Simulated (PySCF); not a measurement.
H₇NSSi₂ (SMILES [SiH3]N([SiH3])S)

```yaml
atoms:
  - { symbol: Si, position_ang: [-0.4356, -1.2840, -0.9091] }
  - { symbol: N, position_ang: [0.2068, 0.2016, -0.2300] }
  - { symbol: Si, position_ang: [-0.3202, 1.1181, 1.1712] }
  - { symbol: S, position_ang: [1.5823, 0.8436, -1.0468] }
  - { symbol: H, position_ang: [-0.7889, -1.0960, -2.3469] }
  - { symbol: H, position_ang: [-1.6515, -1.6468, -0.1221] }
  - { symbol: H, position_ang: [0.5696, -2.3872, -0.8099] }
  - { symbol: H, position_ang: [-0.6108, 2.5335, 0.7969] }
  - { symbol: H, position_ang: [-1.5563, 0.4650, 1.6956] }
  - { symbol: H, position_ang: [0.7368, 1.1161, 2.2294] }
  - { symbol: H, position_ang: [2.5657, 0.2015, -0.3595] }
```

Geometry: PBE0-D3(BJ)/def2-SVP.

These are results of PBE0/pcSseg-2, SCF density, gas phase, non-relativistic in PySCF 2.14.0, not measurements.

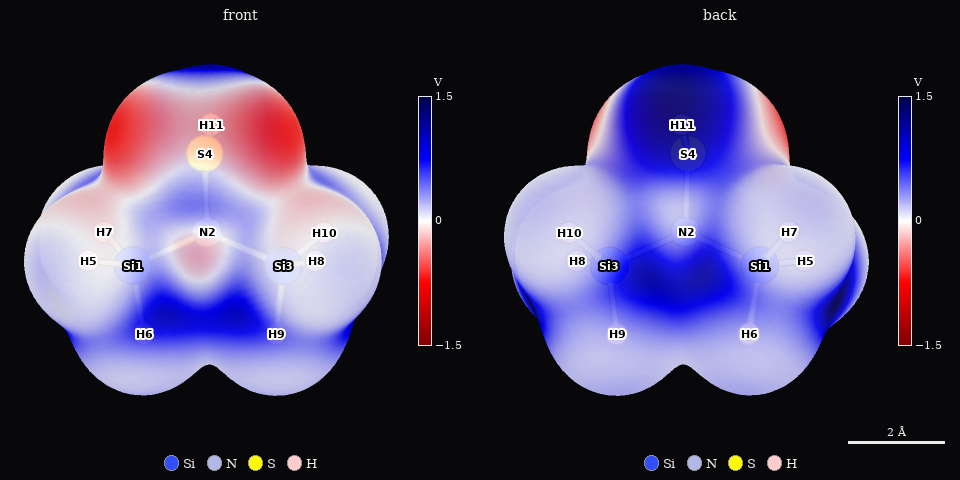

Figure 1. The molecular electrostatic potential painted on the density surface at 0.002 e/bohr³, seen from the front and from behind; red is negative and blue positive.

**Where is the surface potential most negative and most positive?**

The most negative region (about −0.7 V) lies over S4, the most positive (about +1.4 V) over Si1 and Si3.

**How polar is the molecule by this calculation?**

Its dipole moment is 0.85 D.

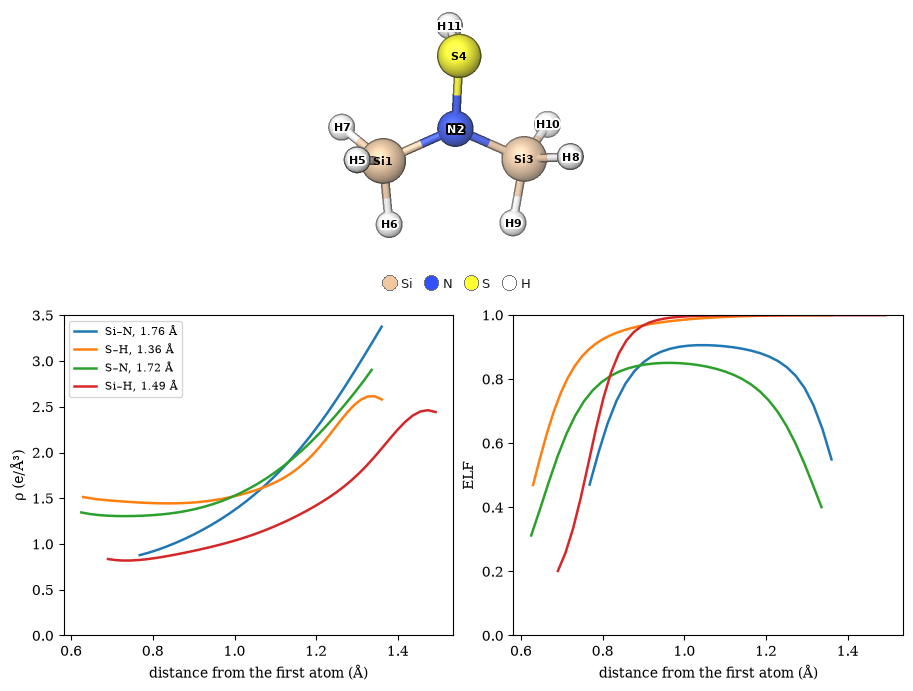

Figure 2. Total electron density and electron localisation function along straight lines between neighbouring atoms. The curves leave out the atomic cores. The structure is drawn too.

**Compare the contacts.**

Si–N (1.76 Å): ρ is about 1.1 e/Å³ halfway; the ELF peaks at about 0.90 between the atoms: a shared but strongly polarised pair.
S–H (1.36 Å): the density is about 1.5 e/Å³ at the midpoint; the ELF climbs to about 1 towards the hydrogen, as it does in any bond to H.
S–N (1.72 Å): ρ is about 1.3 e/Å³ halfway; the ELF peaks at about 0.85 between the atoms, as expected for a covalent bond.
Si–H (1.49 Å): the density is about 0.82 e/Å³ at the midpoint; the ELF climbs to about 1 towards the hydrogen.
